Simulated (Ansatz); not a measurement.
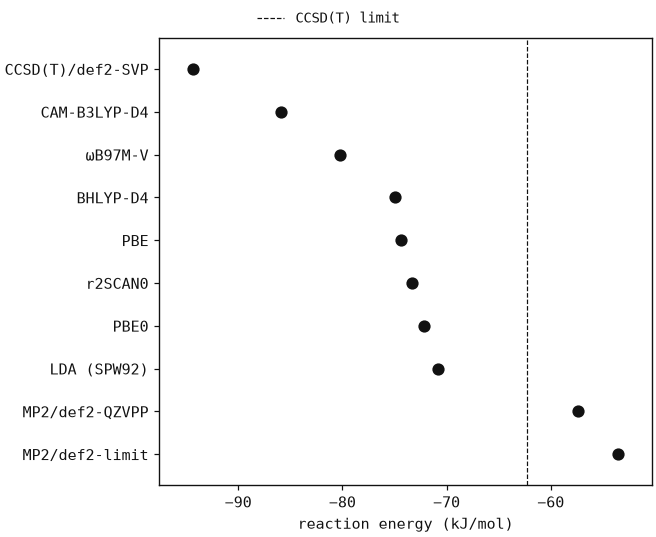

Electronic reaction energy of TiHSeF₃ ([F][Ti]([F])([F])[SeH]) + HF (F) → TiF₄ ([F][Ti]([F])([F])[F]) + H₂Se ([SeH2]) (SMILES in brackets) at several levels (functionals in def2-TZVPP unless a basis is named), isolated molecules at PBE0-D4 triple-zeta geometries, minima by their frequencies, no zero-point or thermal terms, the Ansatz code 0.2.0. The line is frozen-core CCSD(T) at the basis limit (MP2 extrapolated from triple and quadruple zeta, plus CCSD(T) less MP2 in a smaller set). No dispersion term is added to PBE, r2SCAN0 and PBE0. The distance of CCSD(T)/def2-SVP and MP2/def2-QZVPP to the limit includes basis error. The limit lies 8.1 kJ/mol from CCSD(T)/def2-TZVPP, so the line itself is uncertain by a part of that.

Question: Which level comes closest to the line (CCSD(T) limit), and which misses most?

Answer: Closest MP2/def2-QZVPP (−57.4 kJ/mol), against −62.2 kJ/mol; farthest CCSD(T)/def2-SVP (−94.3 kJ/mol).

Question: What range do the values span, the line included?

Answer: From −94.3 kJ/mol (CCSD(T)/def2-SVP) to −53.6 kJ/mol (MP2/def2-limit).

Note: no scalar relativity up to krypton; outer-core shells are correlated without core-valence functions, which makes the correlated values less sure.
